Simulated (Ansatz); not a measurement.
GaPNH₇: several calculations on one system

## 1. Relaxation

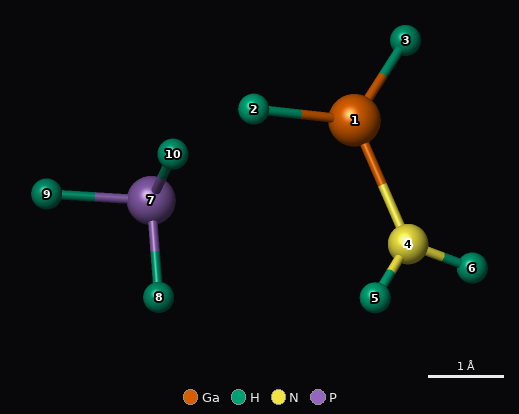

This is the input geometry for a relaxation of GaPNH7. The picture is a ball-and-stick view, seen at a tilt.

The run prepares an end point of a later path (reaction) calculation, from a guessed geometry.

These are results of RKS B3LYP-D4/def2-mTZVP in Ansatz 0.2.0, not measurements.

Input file:
```yaml
crystal:
  periodic: [false, false, false]
  atoms:
    - { symbol: Ga, position_ang: [0.033506, -0.324609, -0.191587] }
    - { symbol: H, position_ang: [-0.150906, -0.409379, 1.36436] }
    - { symbol: H, position_ang: [1.388301, -0.258118, -0.972074] }
    - { symbol: "N", position_ang: [-1.552207, -0.19582, -1.086719] }
    - { symbol: H, position_ang: [-2.440721, -0.204735, -0.602559] }
    - { symbol: H, position_ang: [-1.679428, -0.138551, -2.0843] }
    - { symbol: P, position_ang: [-0.260732, 2.820612, 1.302072] }
    - { symbol: H, position_ang: [-1.682962, 2.762558, 1.196573] }
    - { symbol: H, position_ang: [-0.267789, 3.274819, 2.650244] }
    - { symbol: H, position_ang: [-0.171664, 1.444623, 1.659389] }
basis:
  gaussian: { orbitals: def2-mTZVP }
hamiltonian:
  xc: b3lyp
  dispersion: d4
relax:
  f_tol: 0.03
  max_steps: 50
output:
  orbitals: {}
```

Command:
```bash
ansatz run input.yaml --threads 2 --pin off --max-ram 3072MiB --backend cpu --events-out ev --progress --plain --runs-dir out
```

Predict the outcome.

After 19 accepted moves (21 points after the start) the energy has fallen by 38.0 kJ/mol. Largest force component: 0.39 eV/Å at the start, 0.027 eV/Å at the end. The line search rejected the trial steps at points 17, 19 of the run. The largest move after the best rigid fit is that of H10, 1.62 Å. By element the largest moves are H 1.62 Å, P 0.74 Å, N 0.37 Å, Ga 0.23 Å. Some distances before and after: Ga1–P7 3.494 → 2.713 Å, Ga1–N4 1.825 → 1.873 Å, P7–H8 1.427 → 1.414 Å, P7–H10 1.424 → 1.414 Å. New bonds form, among them: Ga1–P7 (3.49 → 2.71 Å). Bond angles that change, for instance: Ga1–N4–H6 126.8° → 119.2°, H8–P7–H10 92.4° → 97.2°, H2–Ga1–N4 112.8° → 116.5°.

Final geometry:

```xyz
10

Ga    0.1090   -0.1630   -0.0490
H     0.2644   -1.1391    1.1744
H     1.3013    0.3784   -0.9198
N    -1.6093   -0.0021   -0.7775
H    -2.3206   -0.6735   -0.5162
H    -1.7101    0.2365   -1.7562
P    -0.4585    2.1066    1.3247
H    -0.9182    3.1156    0.4477
H     0.2120    2.9578    2.2442
H    -1.6547    1.9542    2.0631
```

The end point in the same view:

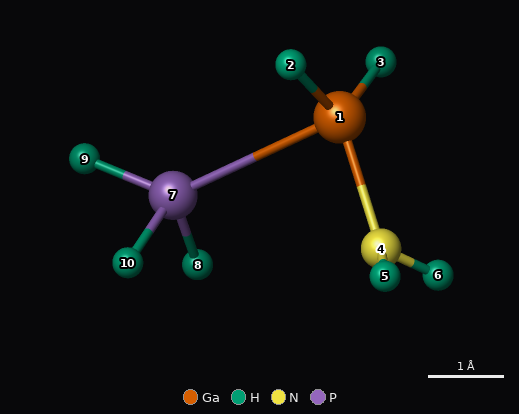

## 2. Relaxation

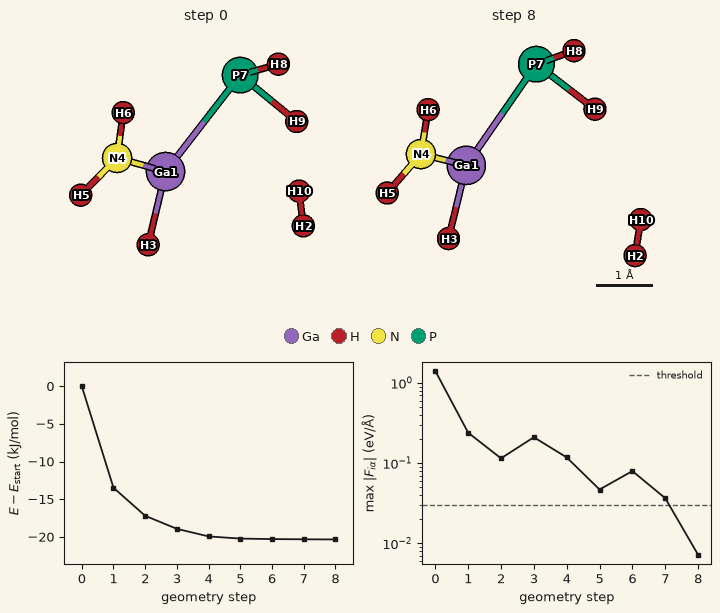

First and last geometry of a relaxation of GaPNH7, with the history of the run. Style: ball-and-stick. Shown at a tilt.

The run prepares an end point of a later path (reaction) calculation, from a guessed geometry.

These are results of RKS B3LYP-D4/def2-mTZVP (Ansatz 0.2.0), not measurements.

The input:
```yaml
crystal:
  periodic: [false, false, false]
  atoms:
    - { symbol: Ga, position_ang: [-0.11755, 0.67061, -0.346699] }
    - { symbol: H, position_ang: [-0.470335, 0.068855, 2.338855] }
    - { symbol: H, position_ang: [1.190261, -0.185422, -0.429558] }
    - { symbol: "N", position_ang: [-1.64058, -0.031195, -1.086476] }
    - { symbol: H, position_ang: [-1.683565, -0.937265, -1.52787] }
    - { symbol: H, position_ang: [-2.533502, 0.437752, -1.105811] }
    - { symbol: P, position_ang: [-0.246301, 2.813319, 0.484348] }
    - { symbol: H, position_ang: [-1.44623, 2.61052, 1.220697] }
    - { symbol: H, position_ang: [0.610984, 2.590563, 1.595888] }
    - { symbol: H, position_ang: [-0.447782, 0.733664, 2.092024] }
basis:
  gaussian: { orbitals: def2-mTZVP }
hamiltonian:
  xc: b3lyp
  dispersion: d4
relax:
  f_tol: 0.03
  max_steps: 50
```

Run as
```bash
ansatz run input.yaml --threads 2 --pin off --max-ram 3072MiB --backend cpu --events-out ev --progress --plain --runs-dir out
```

### Did the run converge, and what did it change?

It converged. The atom that moves furthest after the best rigid fit is H10 (0.83 Å). Largest moves by element: H 0.83 Å, P 0.31 Å, Ga 0.18 Å, N 0.11 Å. Near-neighbour distances that change, for instance: Ga1–P7 2.302 → 2.338 Å, H2–H10 0.710 → 0.742 Å, Ga1–N4 1.833 → 1.829 Å. After 8 geometry steps the energy has fallen by 20.3 kJ/mol. The largest force component goes from 1.4 to 0.0072 eV/Å.

## 3. Path

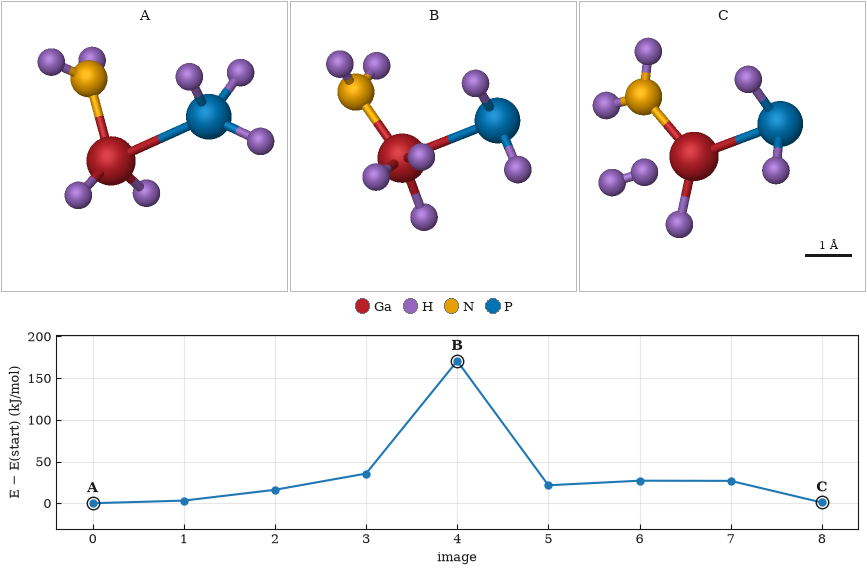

NEB run on GaPNH₇. Images are numbered from 0 (start) to 8 (end). Frames A to C are images 0, 4, 8. A ball-and-stick model, seen at a tilt.

These are results of RKS B3LYP-D4/def2-mTZVP in Ansatz 0.2.0, not measurements. Run with 7 movable images; climbing image; force threshold 0.05 eV/Å; iteration limit 60; starting path through a guess of the saddle point.

What happens along the path, and what is the barrier?

Answer. The path has more than one stage, and so few images may leave a stage unresolved. Breaking: Ga–H (1.57 → 3.62 Å), H–P (1.41 → 3.71 Å). Forming: H–H (3.75 → 0.74 Å). The energy climbs by 170.6 kJ/mol to image 4 and then falls by 169.7 kJ/mol, so the end point sits at +0.9 kJ/mol. The profile has 2 maxima (images 4, 6) with a dip at image 5 (+21.5 kJ/mol), so the process runs in steps. The band converged in 24 iterations. The largest component of the band force went from 4.9 to 0.041 eV/Å. The climbing image converged on the top of the path. Its vibrational analysis gives one imaginary mode (1242i cm⁻¹), as a transition state must have.

Cost: 6 min on 2 threads of Arm Neoverse V2, on a shared host, peak memory 0.21 GiB.
